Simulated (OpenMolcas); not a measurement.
# BCNF2 (SMILES N#CB(F)F): levels of theory compared

We compute a comparison of 6 runs (HF/3-21G, B3LYP/6-31G*, BHLYP/6-311+G**, M06-L/6-311+G**, SVWN5/6-311+G**, MP2/6-311+G**) of BCNF2. 

The calculation is run with OpenMolcas 26.06.

1 further run of the same task is left out (set aside as unsound or not needed).

## (1) The molecule

The species is BCNF2 (5 atoms), meant as a singlet with charge 0. As SMILES, `N#CB(F)F`. Geometry: relaxed at PBE0-D4/def2-TZVP.

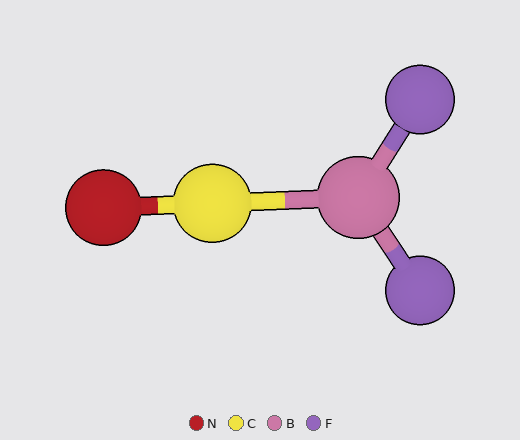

Viewed from a chosen angle; nitrogen red, carbon yellow, boron pink, fluorine purple.

## (2) Energy and forces at HF/3-21G (run 1)

File mol.input:

```
&GATEWAY
BasLib=$CurrDir
BasisSet
N.3-21G....
N1 -0.715100 1.789700 0.801000 angstrom
End of Basis
BasisSet
C.3-21G....
C2 -0.319400 0.804800 0.359300 angstrom
End of Basis
BasisSet
B.3-21G....
B3 0.212000 -0.517400 -0.233800 angstrom
End of Basis
BasisSet
F.3-21G....
F4 1.451200 -0.872800 -0.026200 angstrom
F5 -0.578700 -1.277900 -0.941900 angstrom
End of Basis
&SEWARD
&SCF
Thresholds=1e-10 1e-07 1e-07 1e-05
PrOrbitals=1 2
&ALASKA
```

The basis set 3-21G is read from a file made from the Basis Set Exchange's data (not shown).

Started as:

```sh
$ export MOLCAS_MEM=1860
$ pymolcas mol.input > mol.log
```

Log:

```text
--- Start Module: gateway ---
[...]
--- Stop Module: gateway /rc=_RC_ALL_IS_WELL_ ---
[...]
      Basis functions           45
[...]
--- Start Module: scf ---
[...]
       Convergence after  14 Iterations
[...]
::    Total SCF energy                               -314.2962766487
[...]
      Total spin, S                                     0.0000000000
[...]
      Total electronic charge=   36.000000
      Total            charge=   -0.000000
[...]
      Dipole Moment (debye):
      Origin of the operator (angstrom)=    0.0675   -0.1578   -0.0725
                   X=  4.5012E-01               Y= -1.1204E+00               Z= -5.0263E-01           Total=  1.3079E+00
      Quadrupole Moment (debye*angstrom):
[...]
--- Stop Module: scf /rc=_RC_ALL_IS_WELL_ ---
--- Start Module: alaska ---
[...]
 *              Molecular gradients               *
 **************************************************
  Irreducible representation: a
 ------------------------------------------------------------------------------------------
                              X                       Y                       Z
 ------------------------------------------------------------------------------------------
  N1               -9.14483970967517E-03    2.27737372928196E-02    1.02094690357166E-02
  C2                8.05299061338127E-03   -2.00676050300936E-02   -8.99083824857039E-03
  B3                1.34890271244630E-02   -3.35944871210292E-02   -1.50832023027723E-02
  F4               -2.76566701203116E-02    1.11566929547688E-02   -2.75059748593121E-03
  F5                1.52594920921452E-02    1.97316619035277E-02    1.66151690015415E-02
 ------------------------------------------------------------------------------------------
--- Stop Module: alaska /rc=_RC_ALL_IS_WELL_ ---
[...]
```

Run time: 2.2 s. Hardware: 1 thread of Arm Neoverse V1, shared host; peak memory 0.38 GiB.

## (3) Energy and forces at B3LYP/6-31G(d) (Cartesian functions) (run 2)

File mol.xyz:

```xyz
5

N     -0.715100     1.789700     0.801000
C     -0.319400     0.804800     0.359300
B      0.212000    -0.517400    -0.233800
F      1.451200    -0.872800    -0.026200
F     -0.578700    -1.277900    -0.941900
```

File test.inp:

```
>>> EXPORT MOLCAS_PRINT=2

&GATEWAY
  BasLib=$CurrDir
  Coord=mol.xyz
  Basis=6-31Gs
  Group=NoSym

&SEWARD
  GridInput
  Grid=UltraFine
  End of Grid

&SCF
  KSDFT=B3LYP
  Thresholds=1e-10 1e-07 1e-07 1e-05
  PrOrbitals=1

&ALASKA
```

The basis set 6-31G* is read from a file made from the Basis Set Exchange's data (not shown).

Started as:

```sh
$ export MOLCAS_MEM=1860
$ pymolcas test.inp > test.log
```

Log:

```text
--- Start Module: gateway ---
[...]
--- Stop Module: gateway /rc=_RC_ALL_IS_WELL_ ---
[...]
      Basis functions           75
[...]
--- Start Module: scf ---
[...]
       Convergence after  14 Iterations
[...]
::    Total KS-DFT energy                            -317.4973483230
[...]
      Total spin, S                                     0.0000000000
[...]
      Total electronic charge=   36.000000
      Total            charge=   -0.000000
[...]
      Dipole Moment (debye):
      Origin of the operator (angstrom)=    0.0675   -0.1578   -0.0725
                   X=  6.4612E-01               Y= -1.6082E+00               Z= -7.2136E-01           Total=  1.8773E+00
      Quadrupole Moment (debye*angstrom):
[...]
--- Stop Module: scf /rc=_RC_ALL_IS_WELL_ ---
[...]
--- Start Module: alaska ---
[...]
 *              Molecular gradients               *
 **************************************************
  Irreducible representation: a
 ------------------------------------------------------------------------------------------
                              X                       Y                       Z
 ------------------------------------------------------------------------------------------
  N1                1.00190692290205E-02   -2.49297360543608E-02   -1.11824937291019E-02
  C2               -9.56673181224366E-03    2.37972713159751E-02    1.06777149220898E-02
  B3                2.10321747470721E-03   -5.25733611638080E-03   -2.36946968314933E-03
  F4               -7.30716272535048E-03    1.98786550463925E-03   -1.28496657350041E-03
  F5                4.75160783387096E-03    4.40193534996425E-03    4.15921506363581E-03
 ------------------------------------------------------------------------------------------
--- Stop Module: alaska /rc=_RC_ALL_IS_WELL_ ---
[...]
```

It took 18 s on 1 thread of Arm Neoverse V1, shared host; peak memory 0.43 GiB.

Runs 3 to 5 aren't shown in full; the table further down has their settings and results.

## (4) The energy at MP2/6-311+G(d,p) (run 6)

File mol.inp:

```
&GATEWAY
 BasLib
 $CurrDir
 Coord
 5
 angstrom
 N       -0.715100       1.789700       0.801000
 C       -0.319400       0.804800       0.359300
 B        0.212000      -0.517400      -0.233800
 F        1.451200      -0.872800      -0.026200
 F       -0.578700      -1.277900      -0.941900
 Basis
 6-311pGss
 Group
 NoSym

&SEWARD

&SCF
 Thresholds
 1e-10 1e-07 1e-07 1e-05
 PrOrbitals
 1 2

&MBPT2
 Frozen
 5
```

The basis set 6-311+G** is read from a file made from the Basis Set Exchange's data (not shown).

Started as:

```sh
$ export MOLCAS_MEM=1860
$ pymolcas mol.inp > mol.log
```

Log:

```text
--- Start Module: gateway ---
[...]
--- Stop Module: gateway /rc=_RC_ALL_IS_WELL_ ---
[...]
      Basis functions          110
[...]
--- Start Module: scf ---
[...]
       Convergence after  15 Iterations
[...]
::    Total SCF energy                               -316.0892992304
[...]
      Total spin, S                                     0.0000000000
[...]
      Total electronic charge=   36.000000
      Total            charge=   -0.000000
[...]
      Dipole Moment (debye):
      Origin of the operator (angstrom)=    0.0675   -0.1578   -0.0725
                   X=  6.0208E-01               Y= -1.4987E+00               Z= -6.7226E-01           Total=  1.7494E+00
      Quadrupole Moment (debye*angstrom):
[...]
--- Stop Module: scf /rc=_RC_ALL_IS_WELL_ ---
[...]
--- Start Module: mbpt2 ---
[...]
WARNING!
Default frozen orbitals as non valence orbitals is overwritten by user input.
Default values:   5
[...]
       Reference weight ( Cref**2 )         =        0.82441
::    Total MBPT2 energy                             -316.8713724306
[...]
      Total MBPT2 calculations                           0.58      0.65
--- Stop Module: mbpt2 /rc=_RC_ALL_IS_WELL_ ---
[...]
```

Run time: 13 s. Hardware: 1 thread of Arm Neoverse V1, shared host; peak memory 0.65 GiB.

## (5) The series

| run | level | Cartesian functions | integration grid | energy (Eh) | dipole moment (D) of the reference | HOMO energy (eV) | LUMO energy (eV) | wall time |
| --- | --- | --- | --- | --- | --- | --- | --- | --- |
| 1 | HF/3-21G | no | – | -314.296277 | 1.31 | -14.00 | 1.94 | 2.2 s |
| 2 | B3LYP/6-31G* (Cartesian functions) | yes | UltraFine | -317.497348 | 1.88 | -10.06 | -2.11 | 18 s |
| 3 | BHLYP/6-311+G** | no | UltraFine | -317.457130 | 1.74 | -12.08 | -1.38 | 35 s |
| 4 | M06-L/6-311+G** | no | UltraFine | -317.548712 | 1.85 | -9.56 | -3.01 | 46 s |
| 5 | SVWN5/6-311+G** | no | UltraFine | -315.275773 | 1.84 | -9.48 | -3.73 | 29 s |
| 6 | MP2/6-311+G** | no | – | -316.871372 | 1.75 | -14.04 | 1.12 | 13 s |

## (6) Summary of results

| quantity | value |
| --- | --- |
| run 6: total energy | -316.87137 Eh |
| run 6: dipole moment (mean-field density) | 1.75 D |
| run 6: HOMO energy (Hartree–Fock orbitals) | -14.04 eV |
| run 6: LUMO energy (Hartree–Fock orbitals) | 1.12 eV |
| run 6: HOMO–LUMO gap (Hartree–Fock orbitals) | 15.16 eV |
| run 6: correlation energy (5 core orbitals frozen) | -782.1 mEh |

In words: Over runs 1, 2, 3, 4, 5 the dipole moment (its size) runs from 1.31 D (HF/3-21G) to 1.88 D (B3LYP/6-31G*). The two ends differ in method and basis. Over runs 1, 2, 3, 4, 5 the HOMO–LUMO gap runs from 5.75 eV (SVWN5/6-311+G**) to 15.94 eV (HF/3-21G). Totals of different functionals can't be ranked against each other. All runs together took 2.4 min, the longest 46 s.
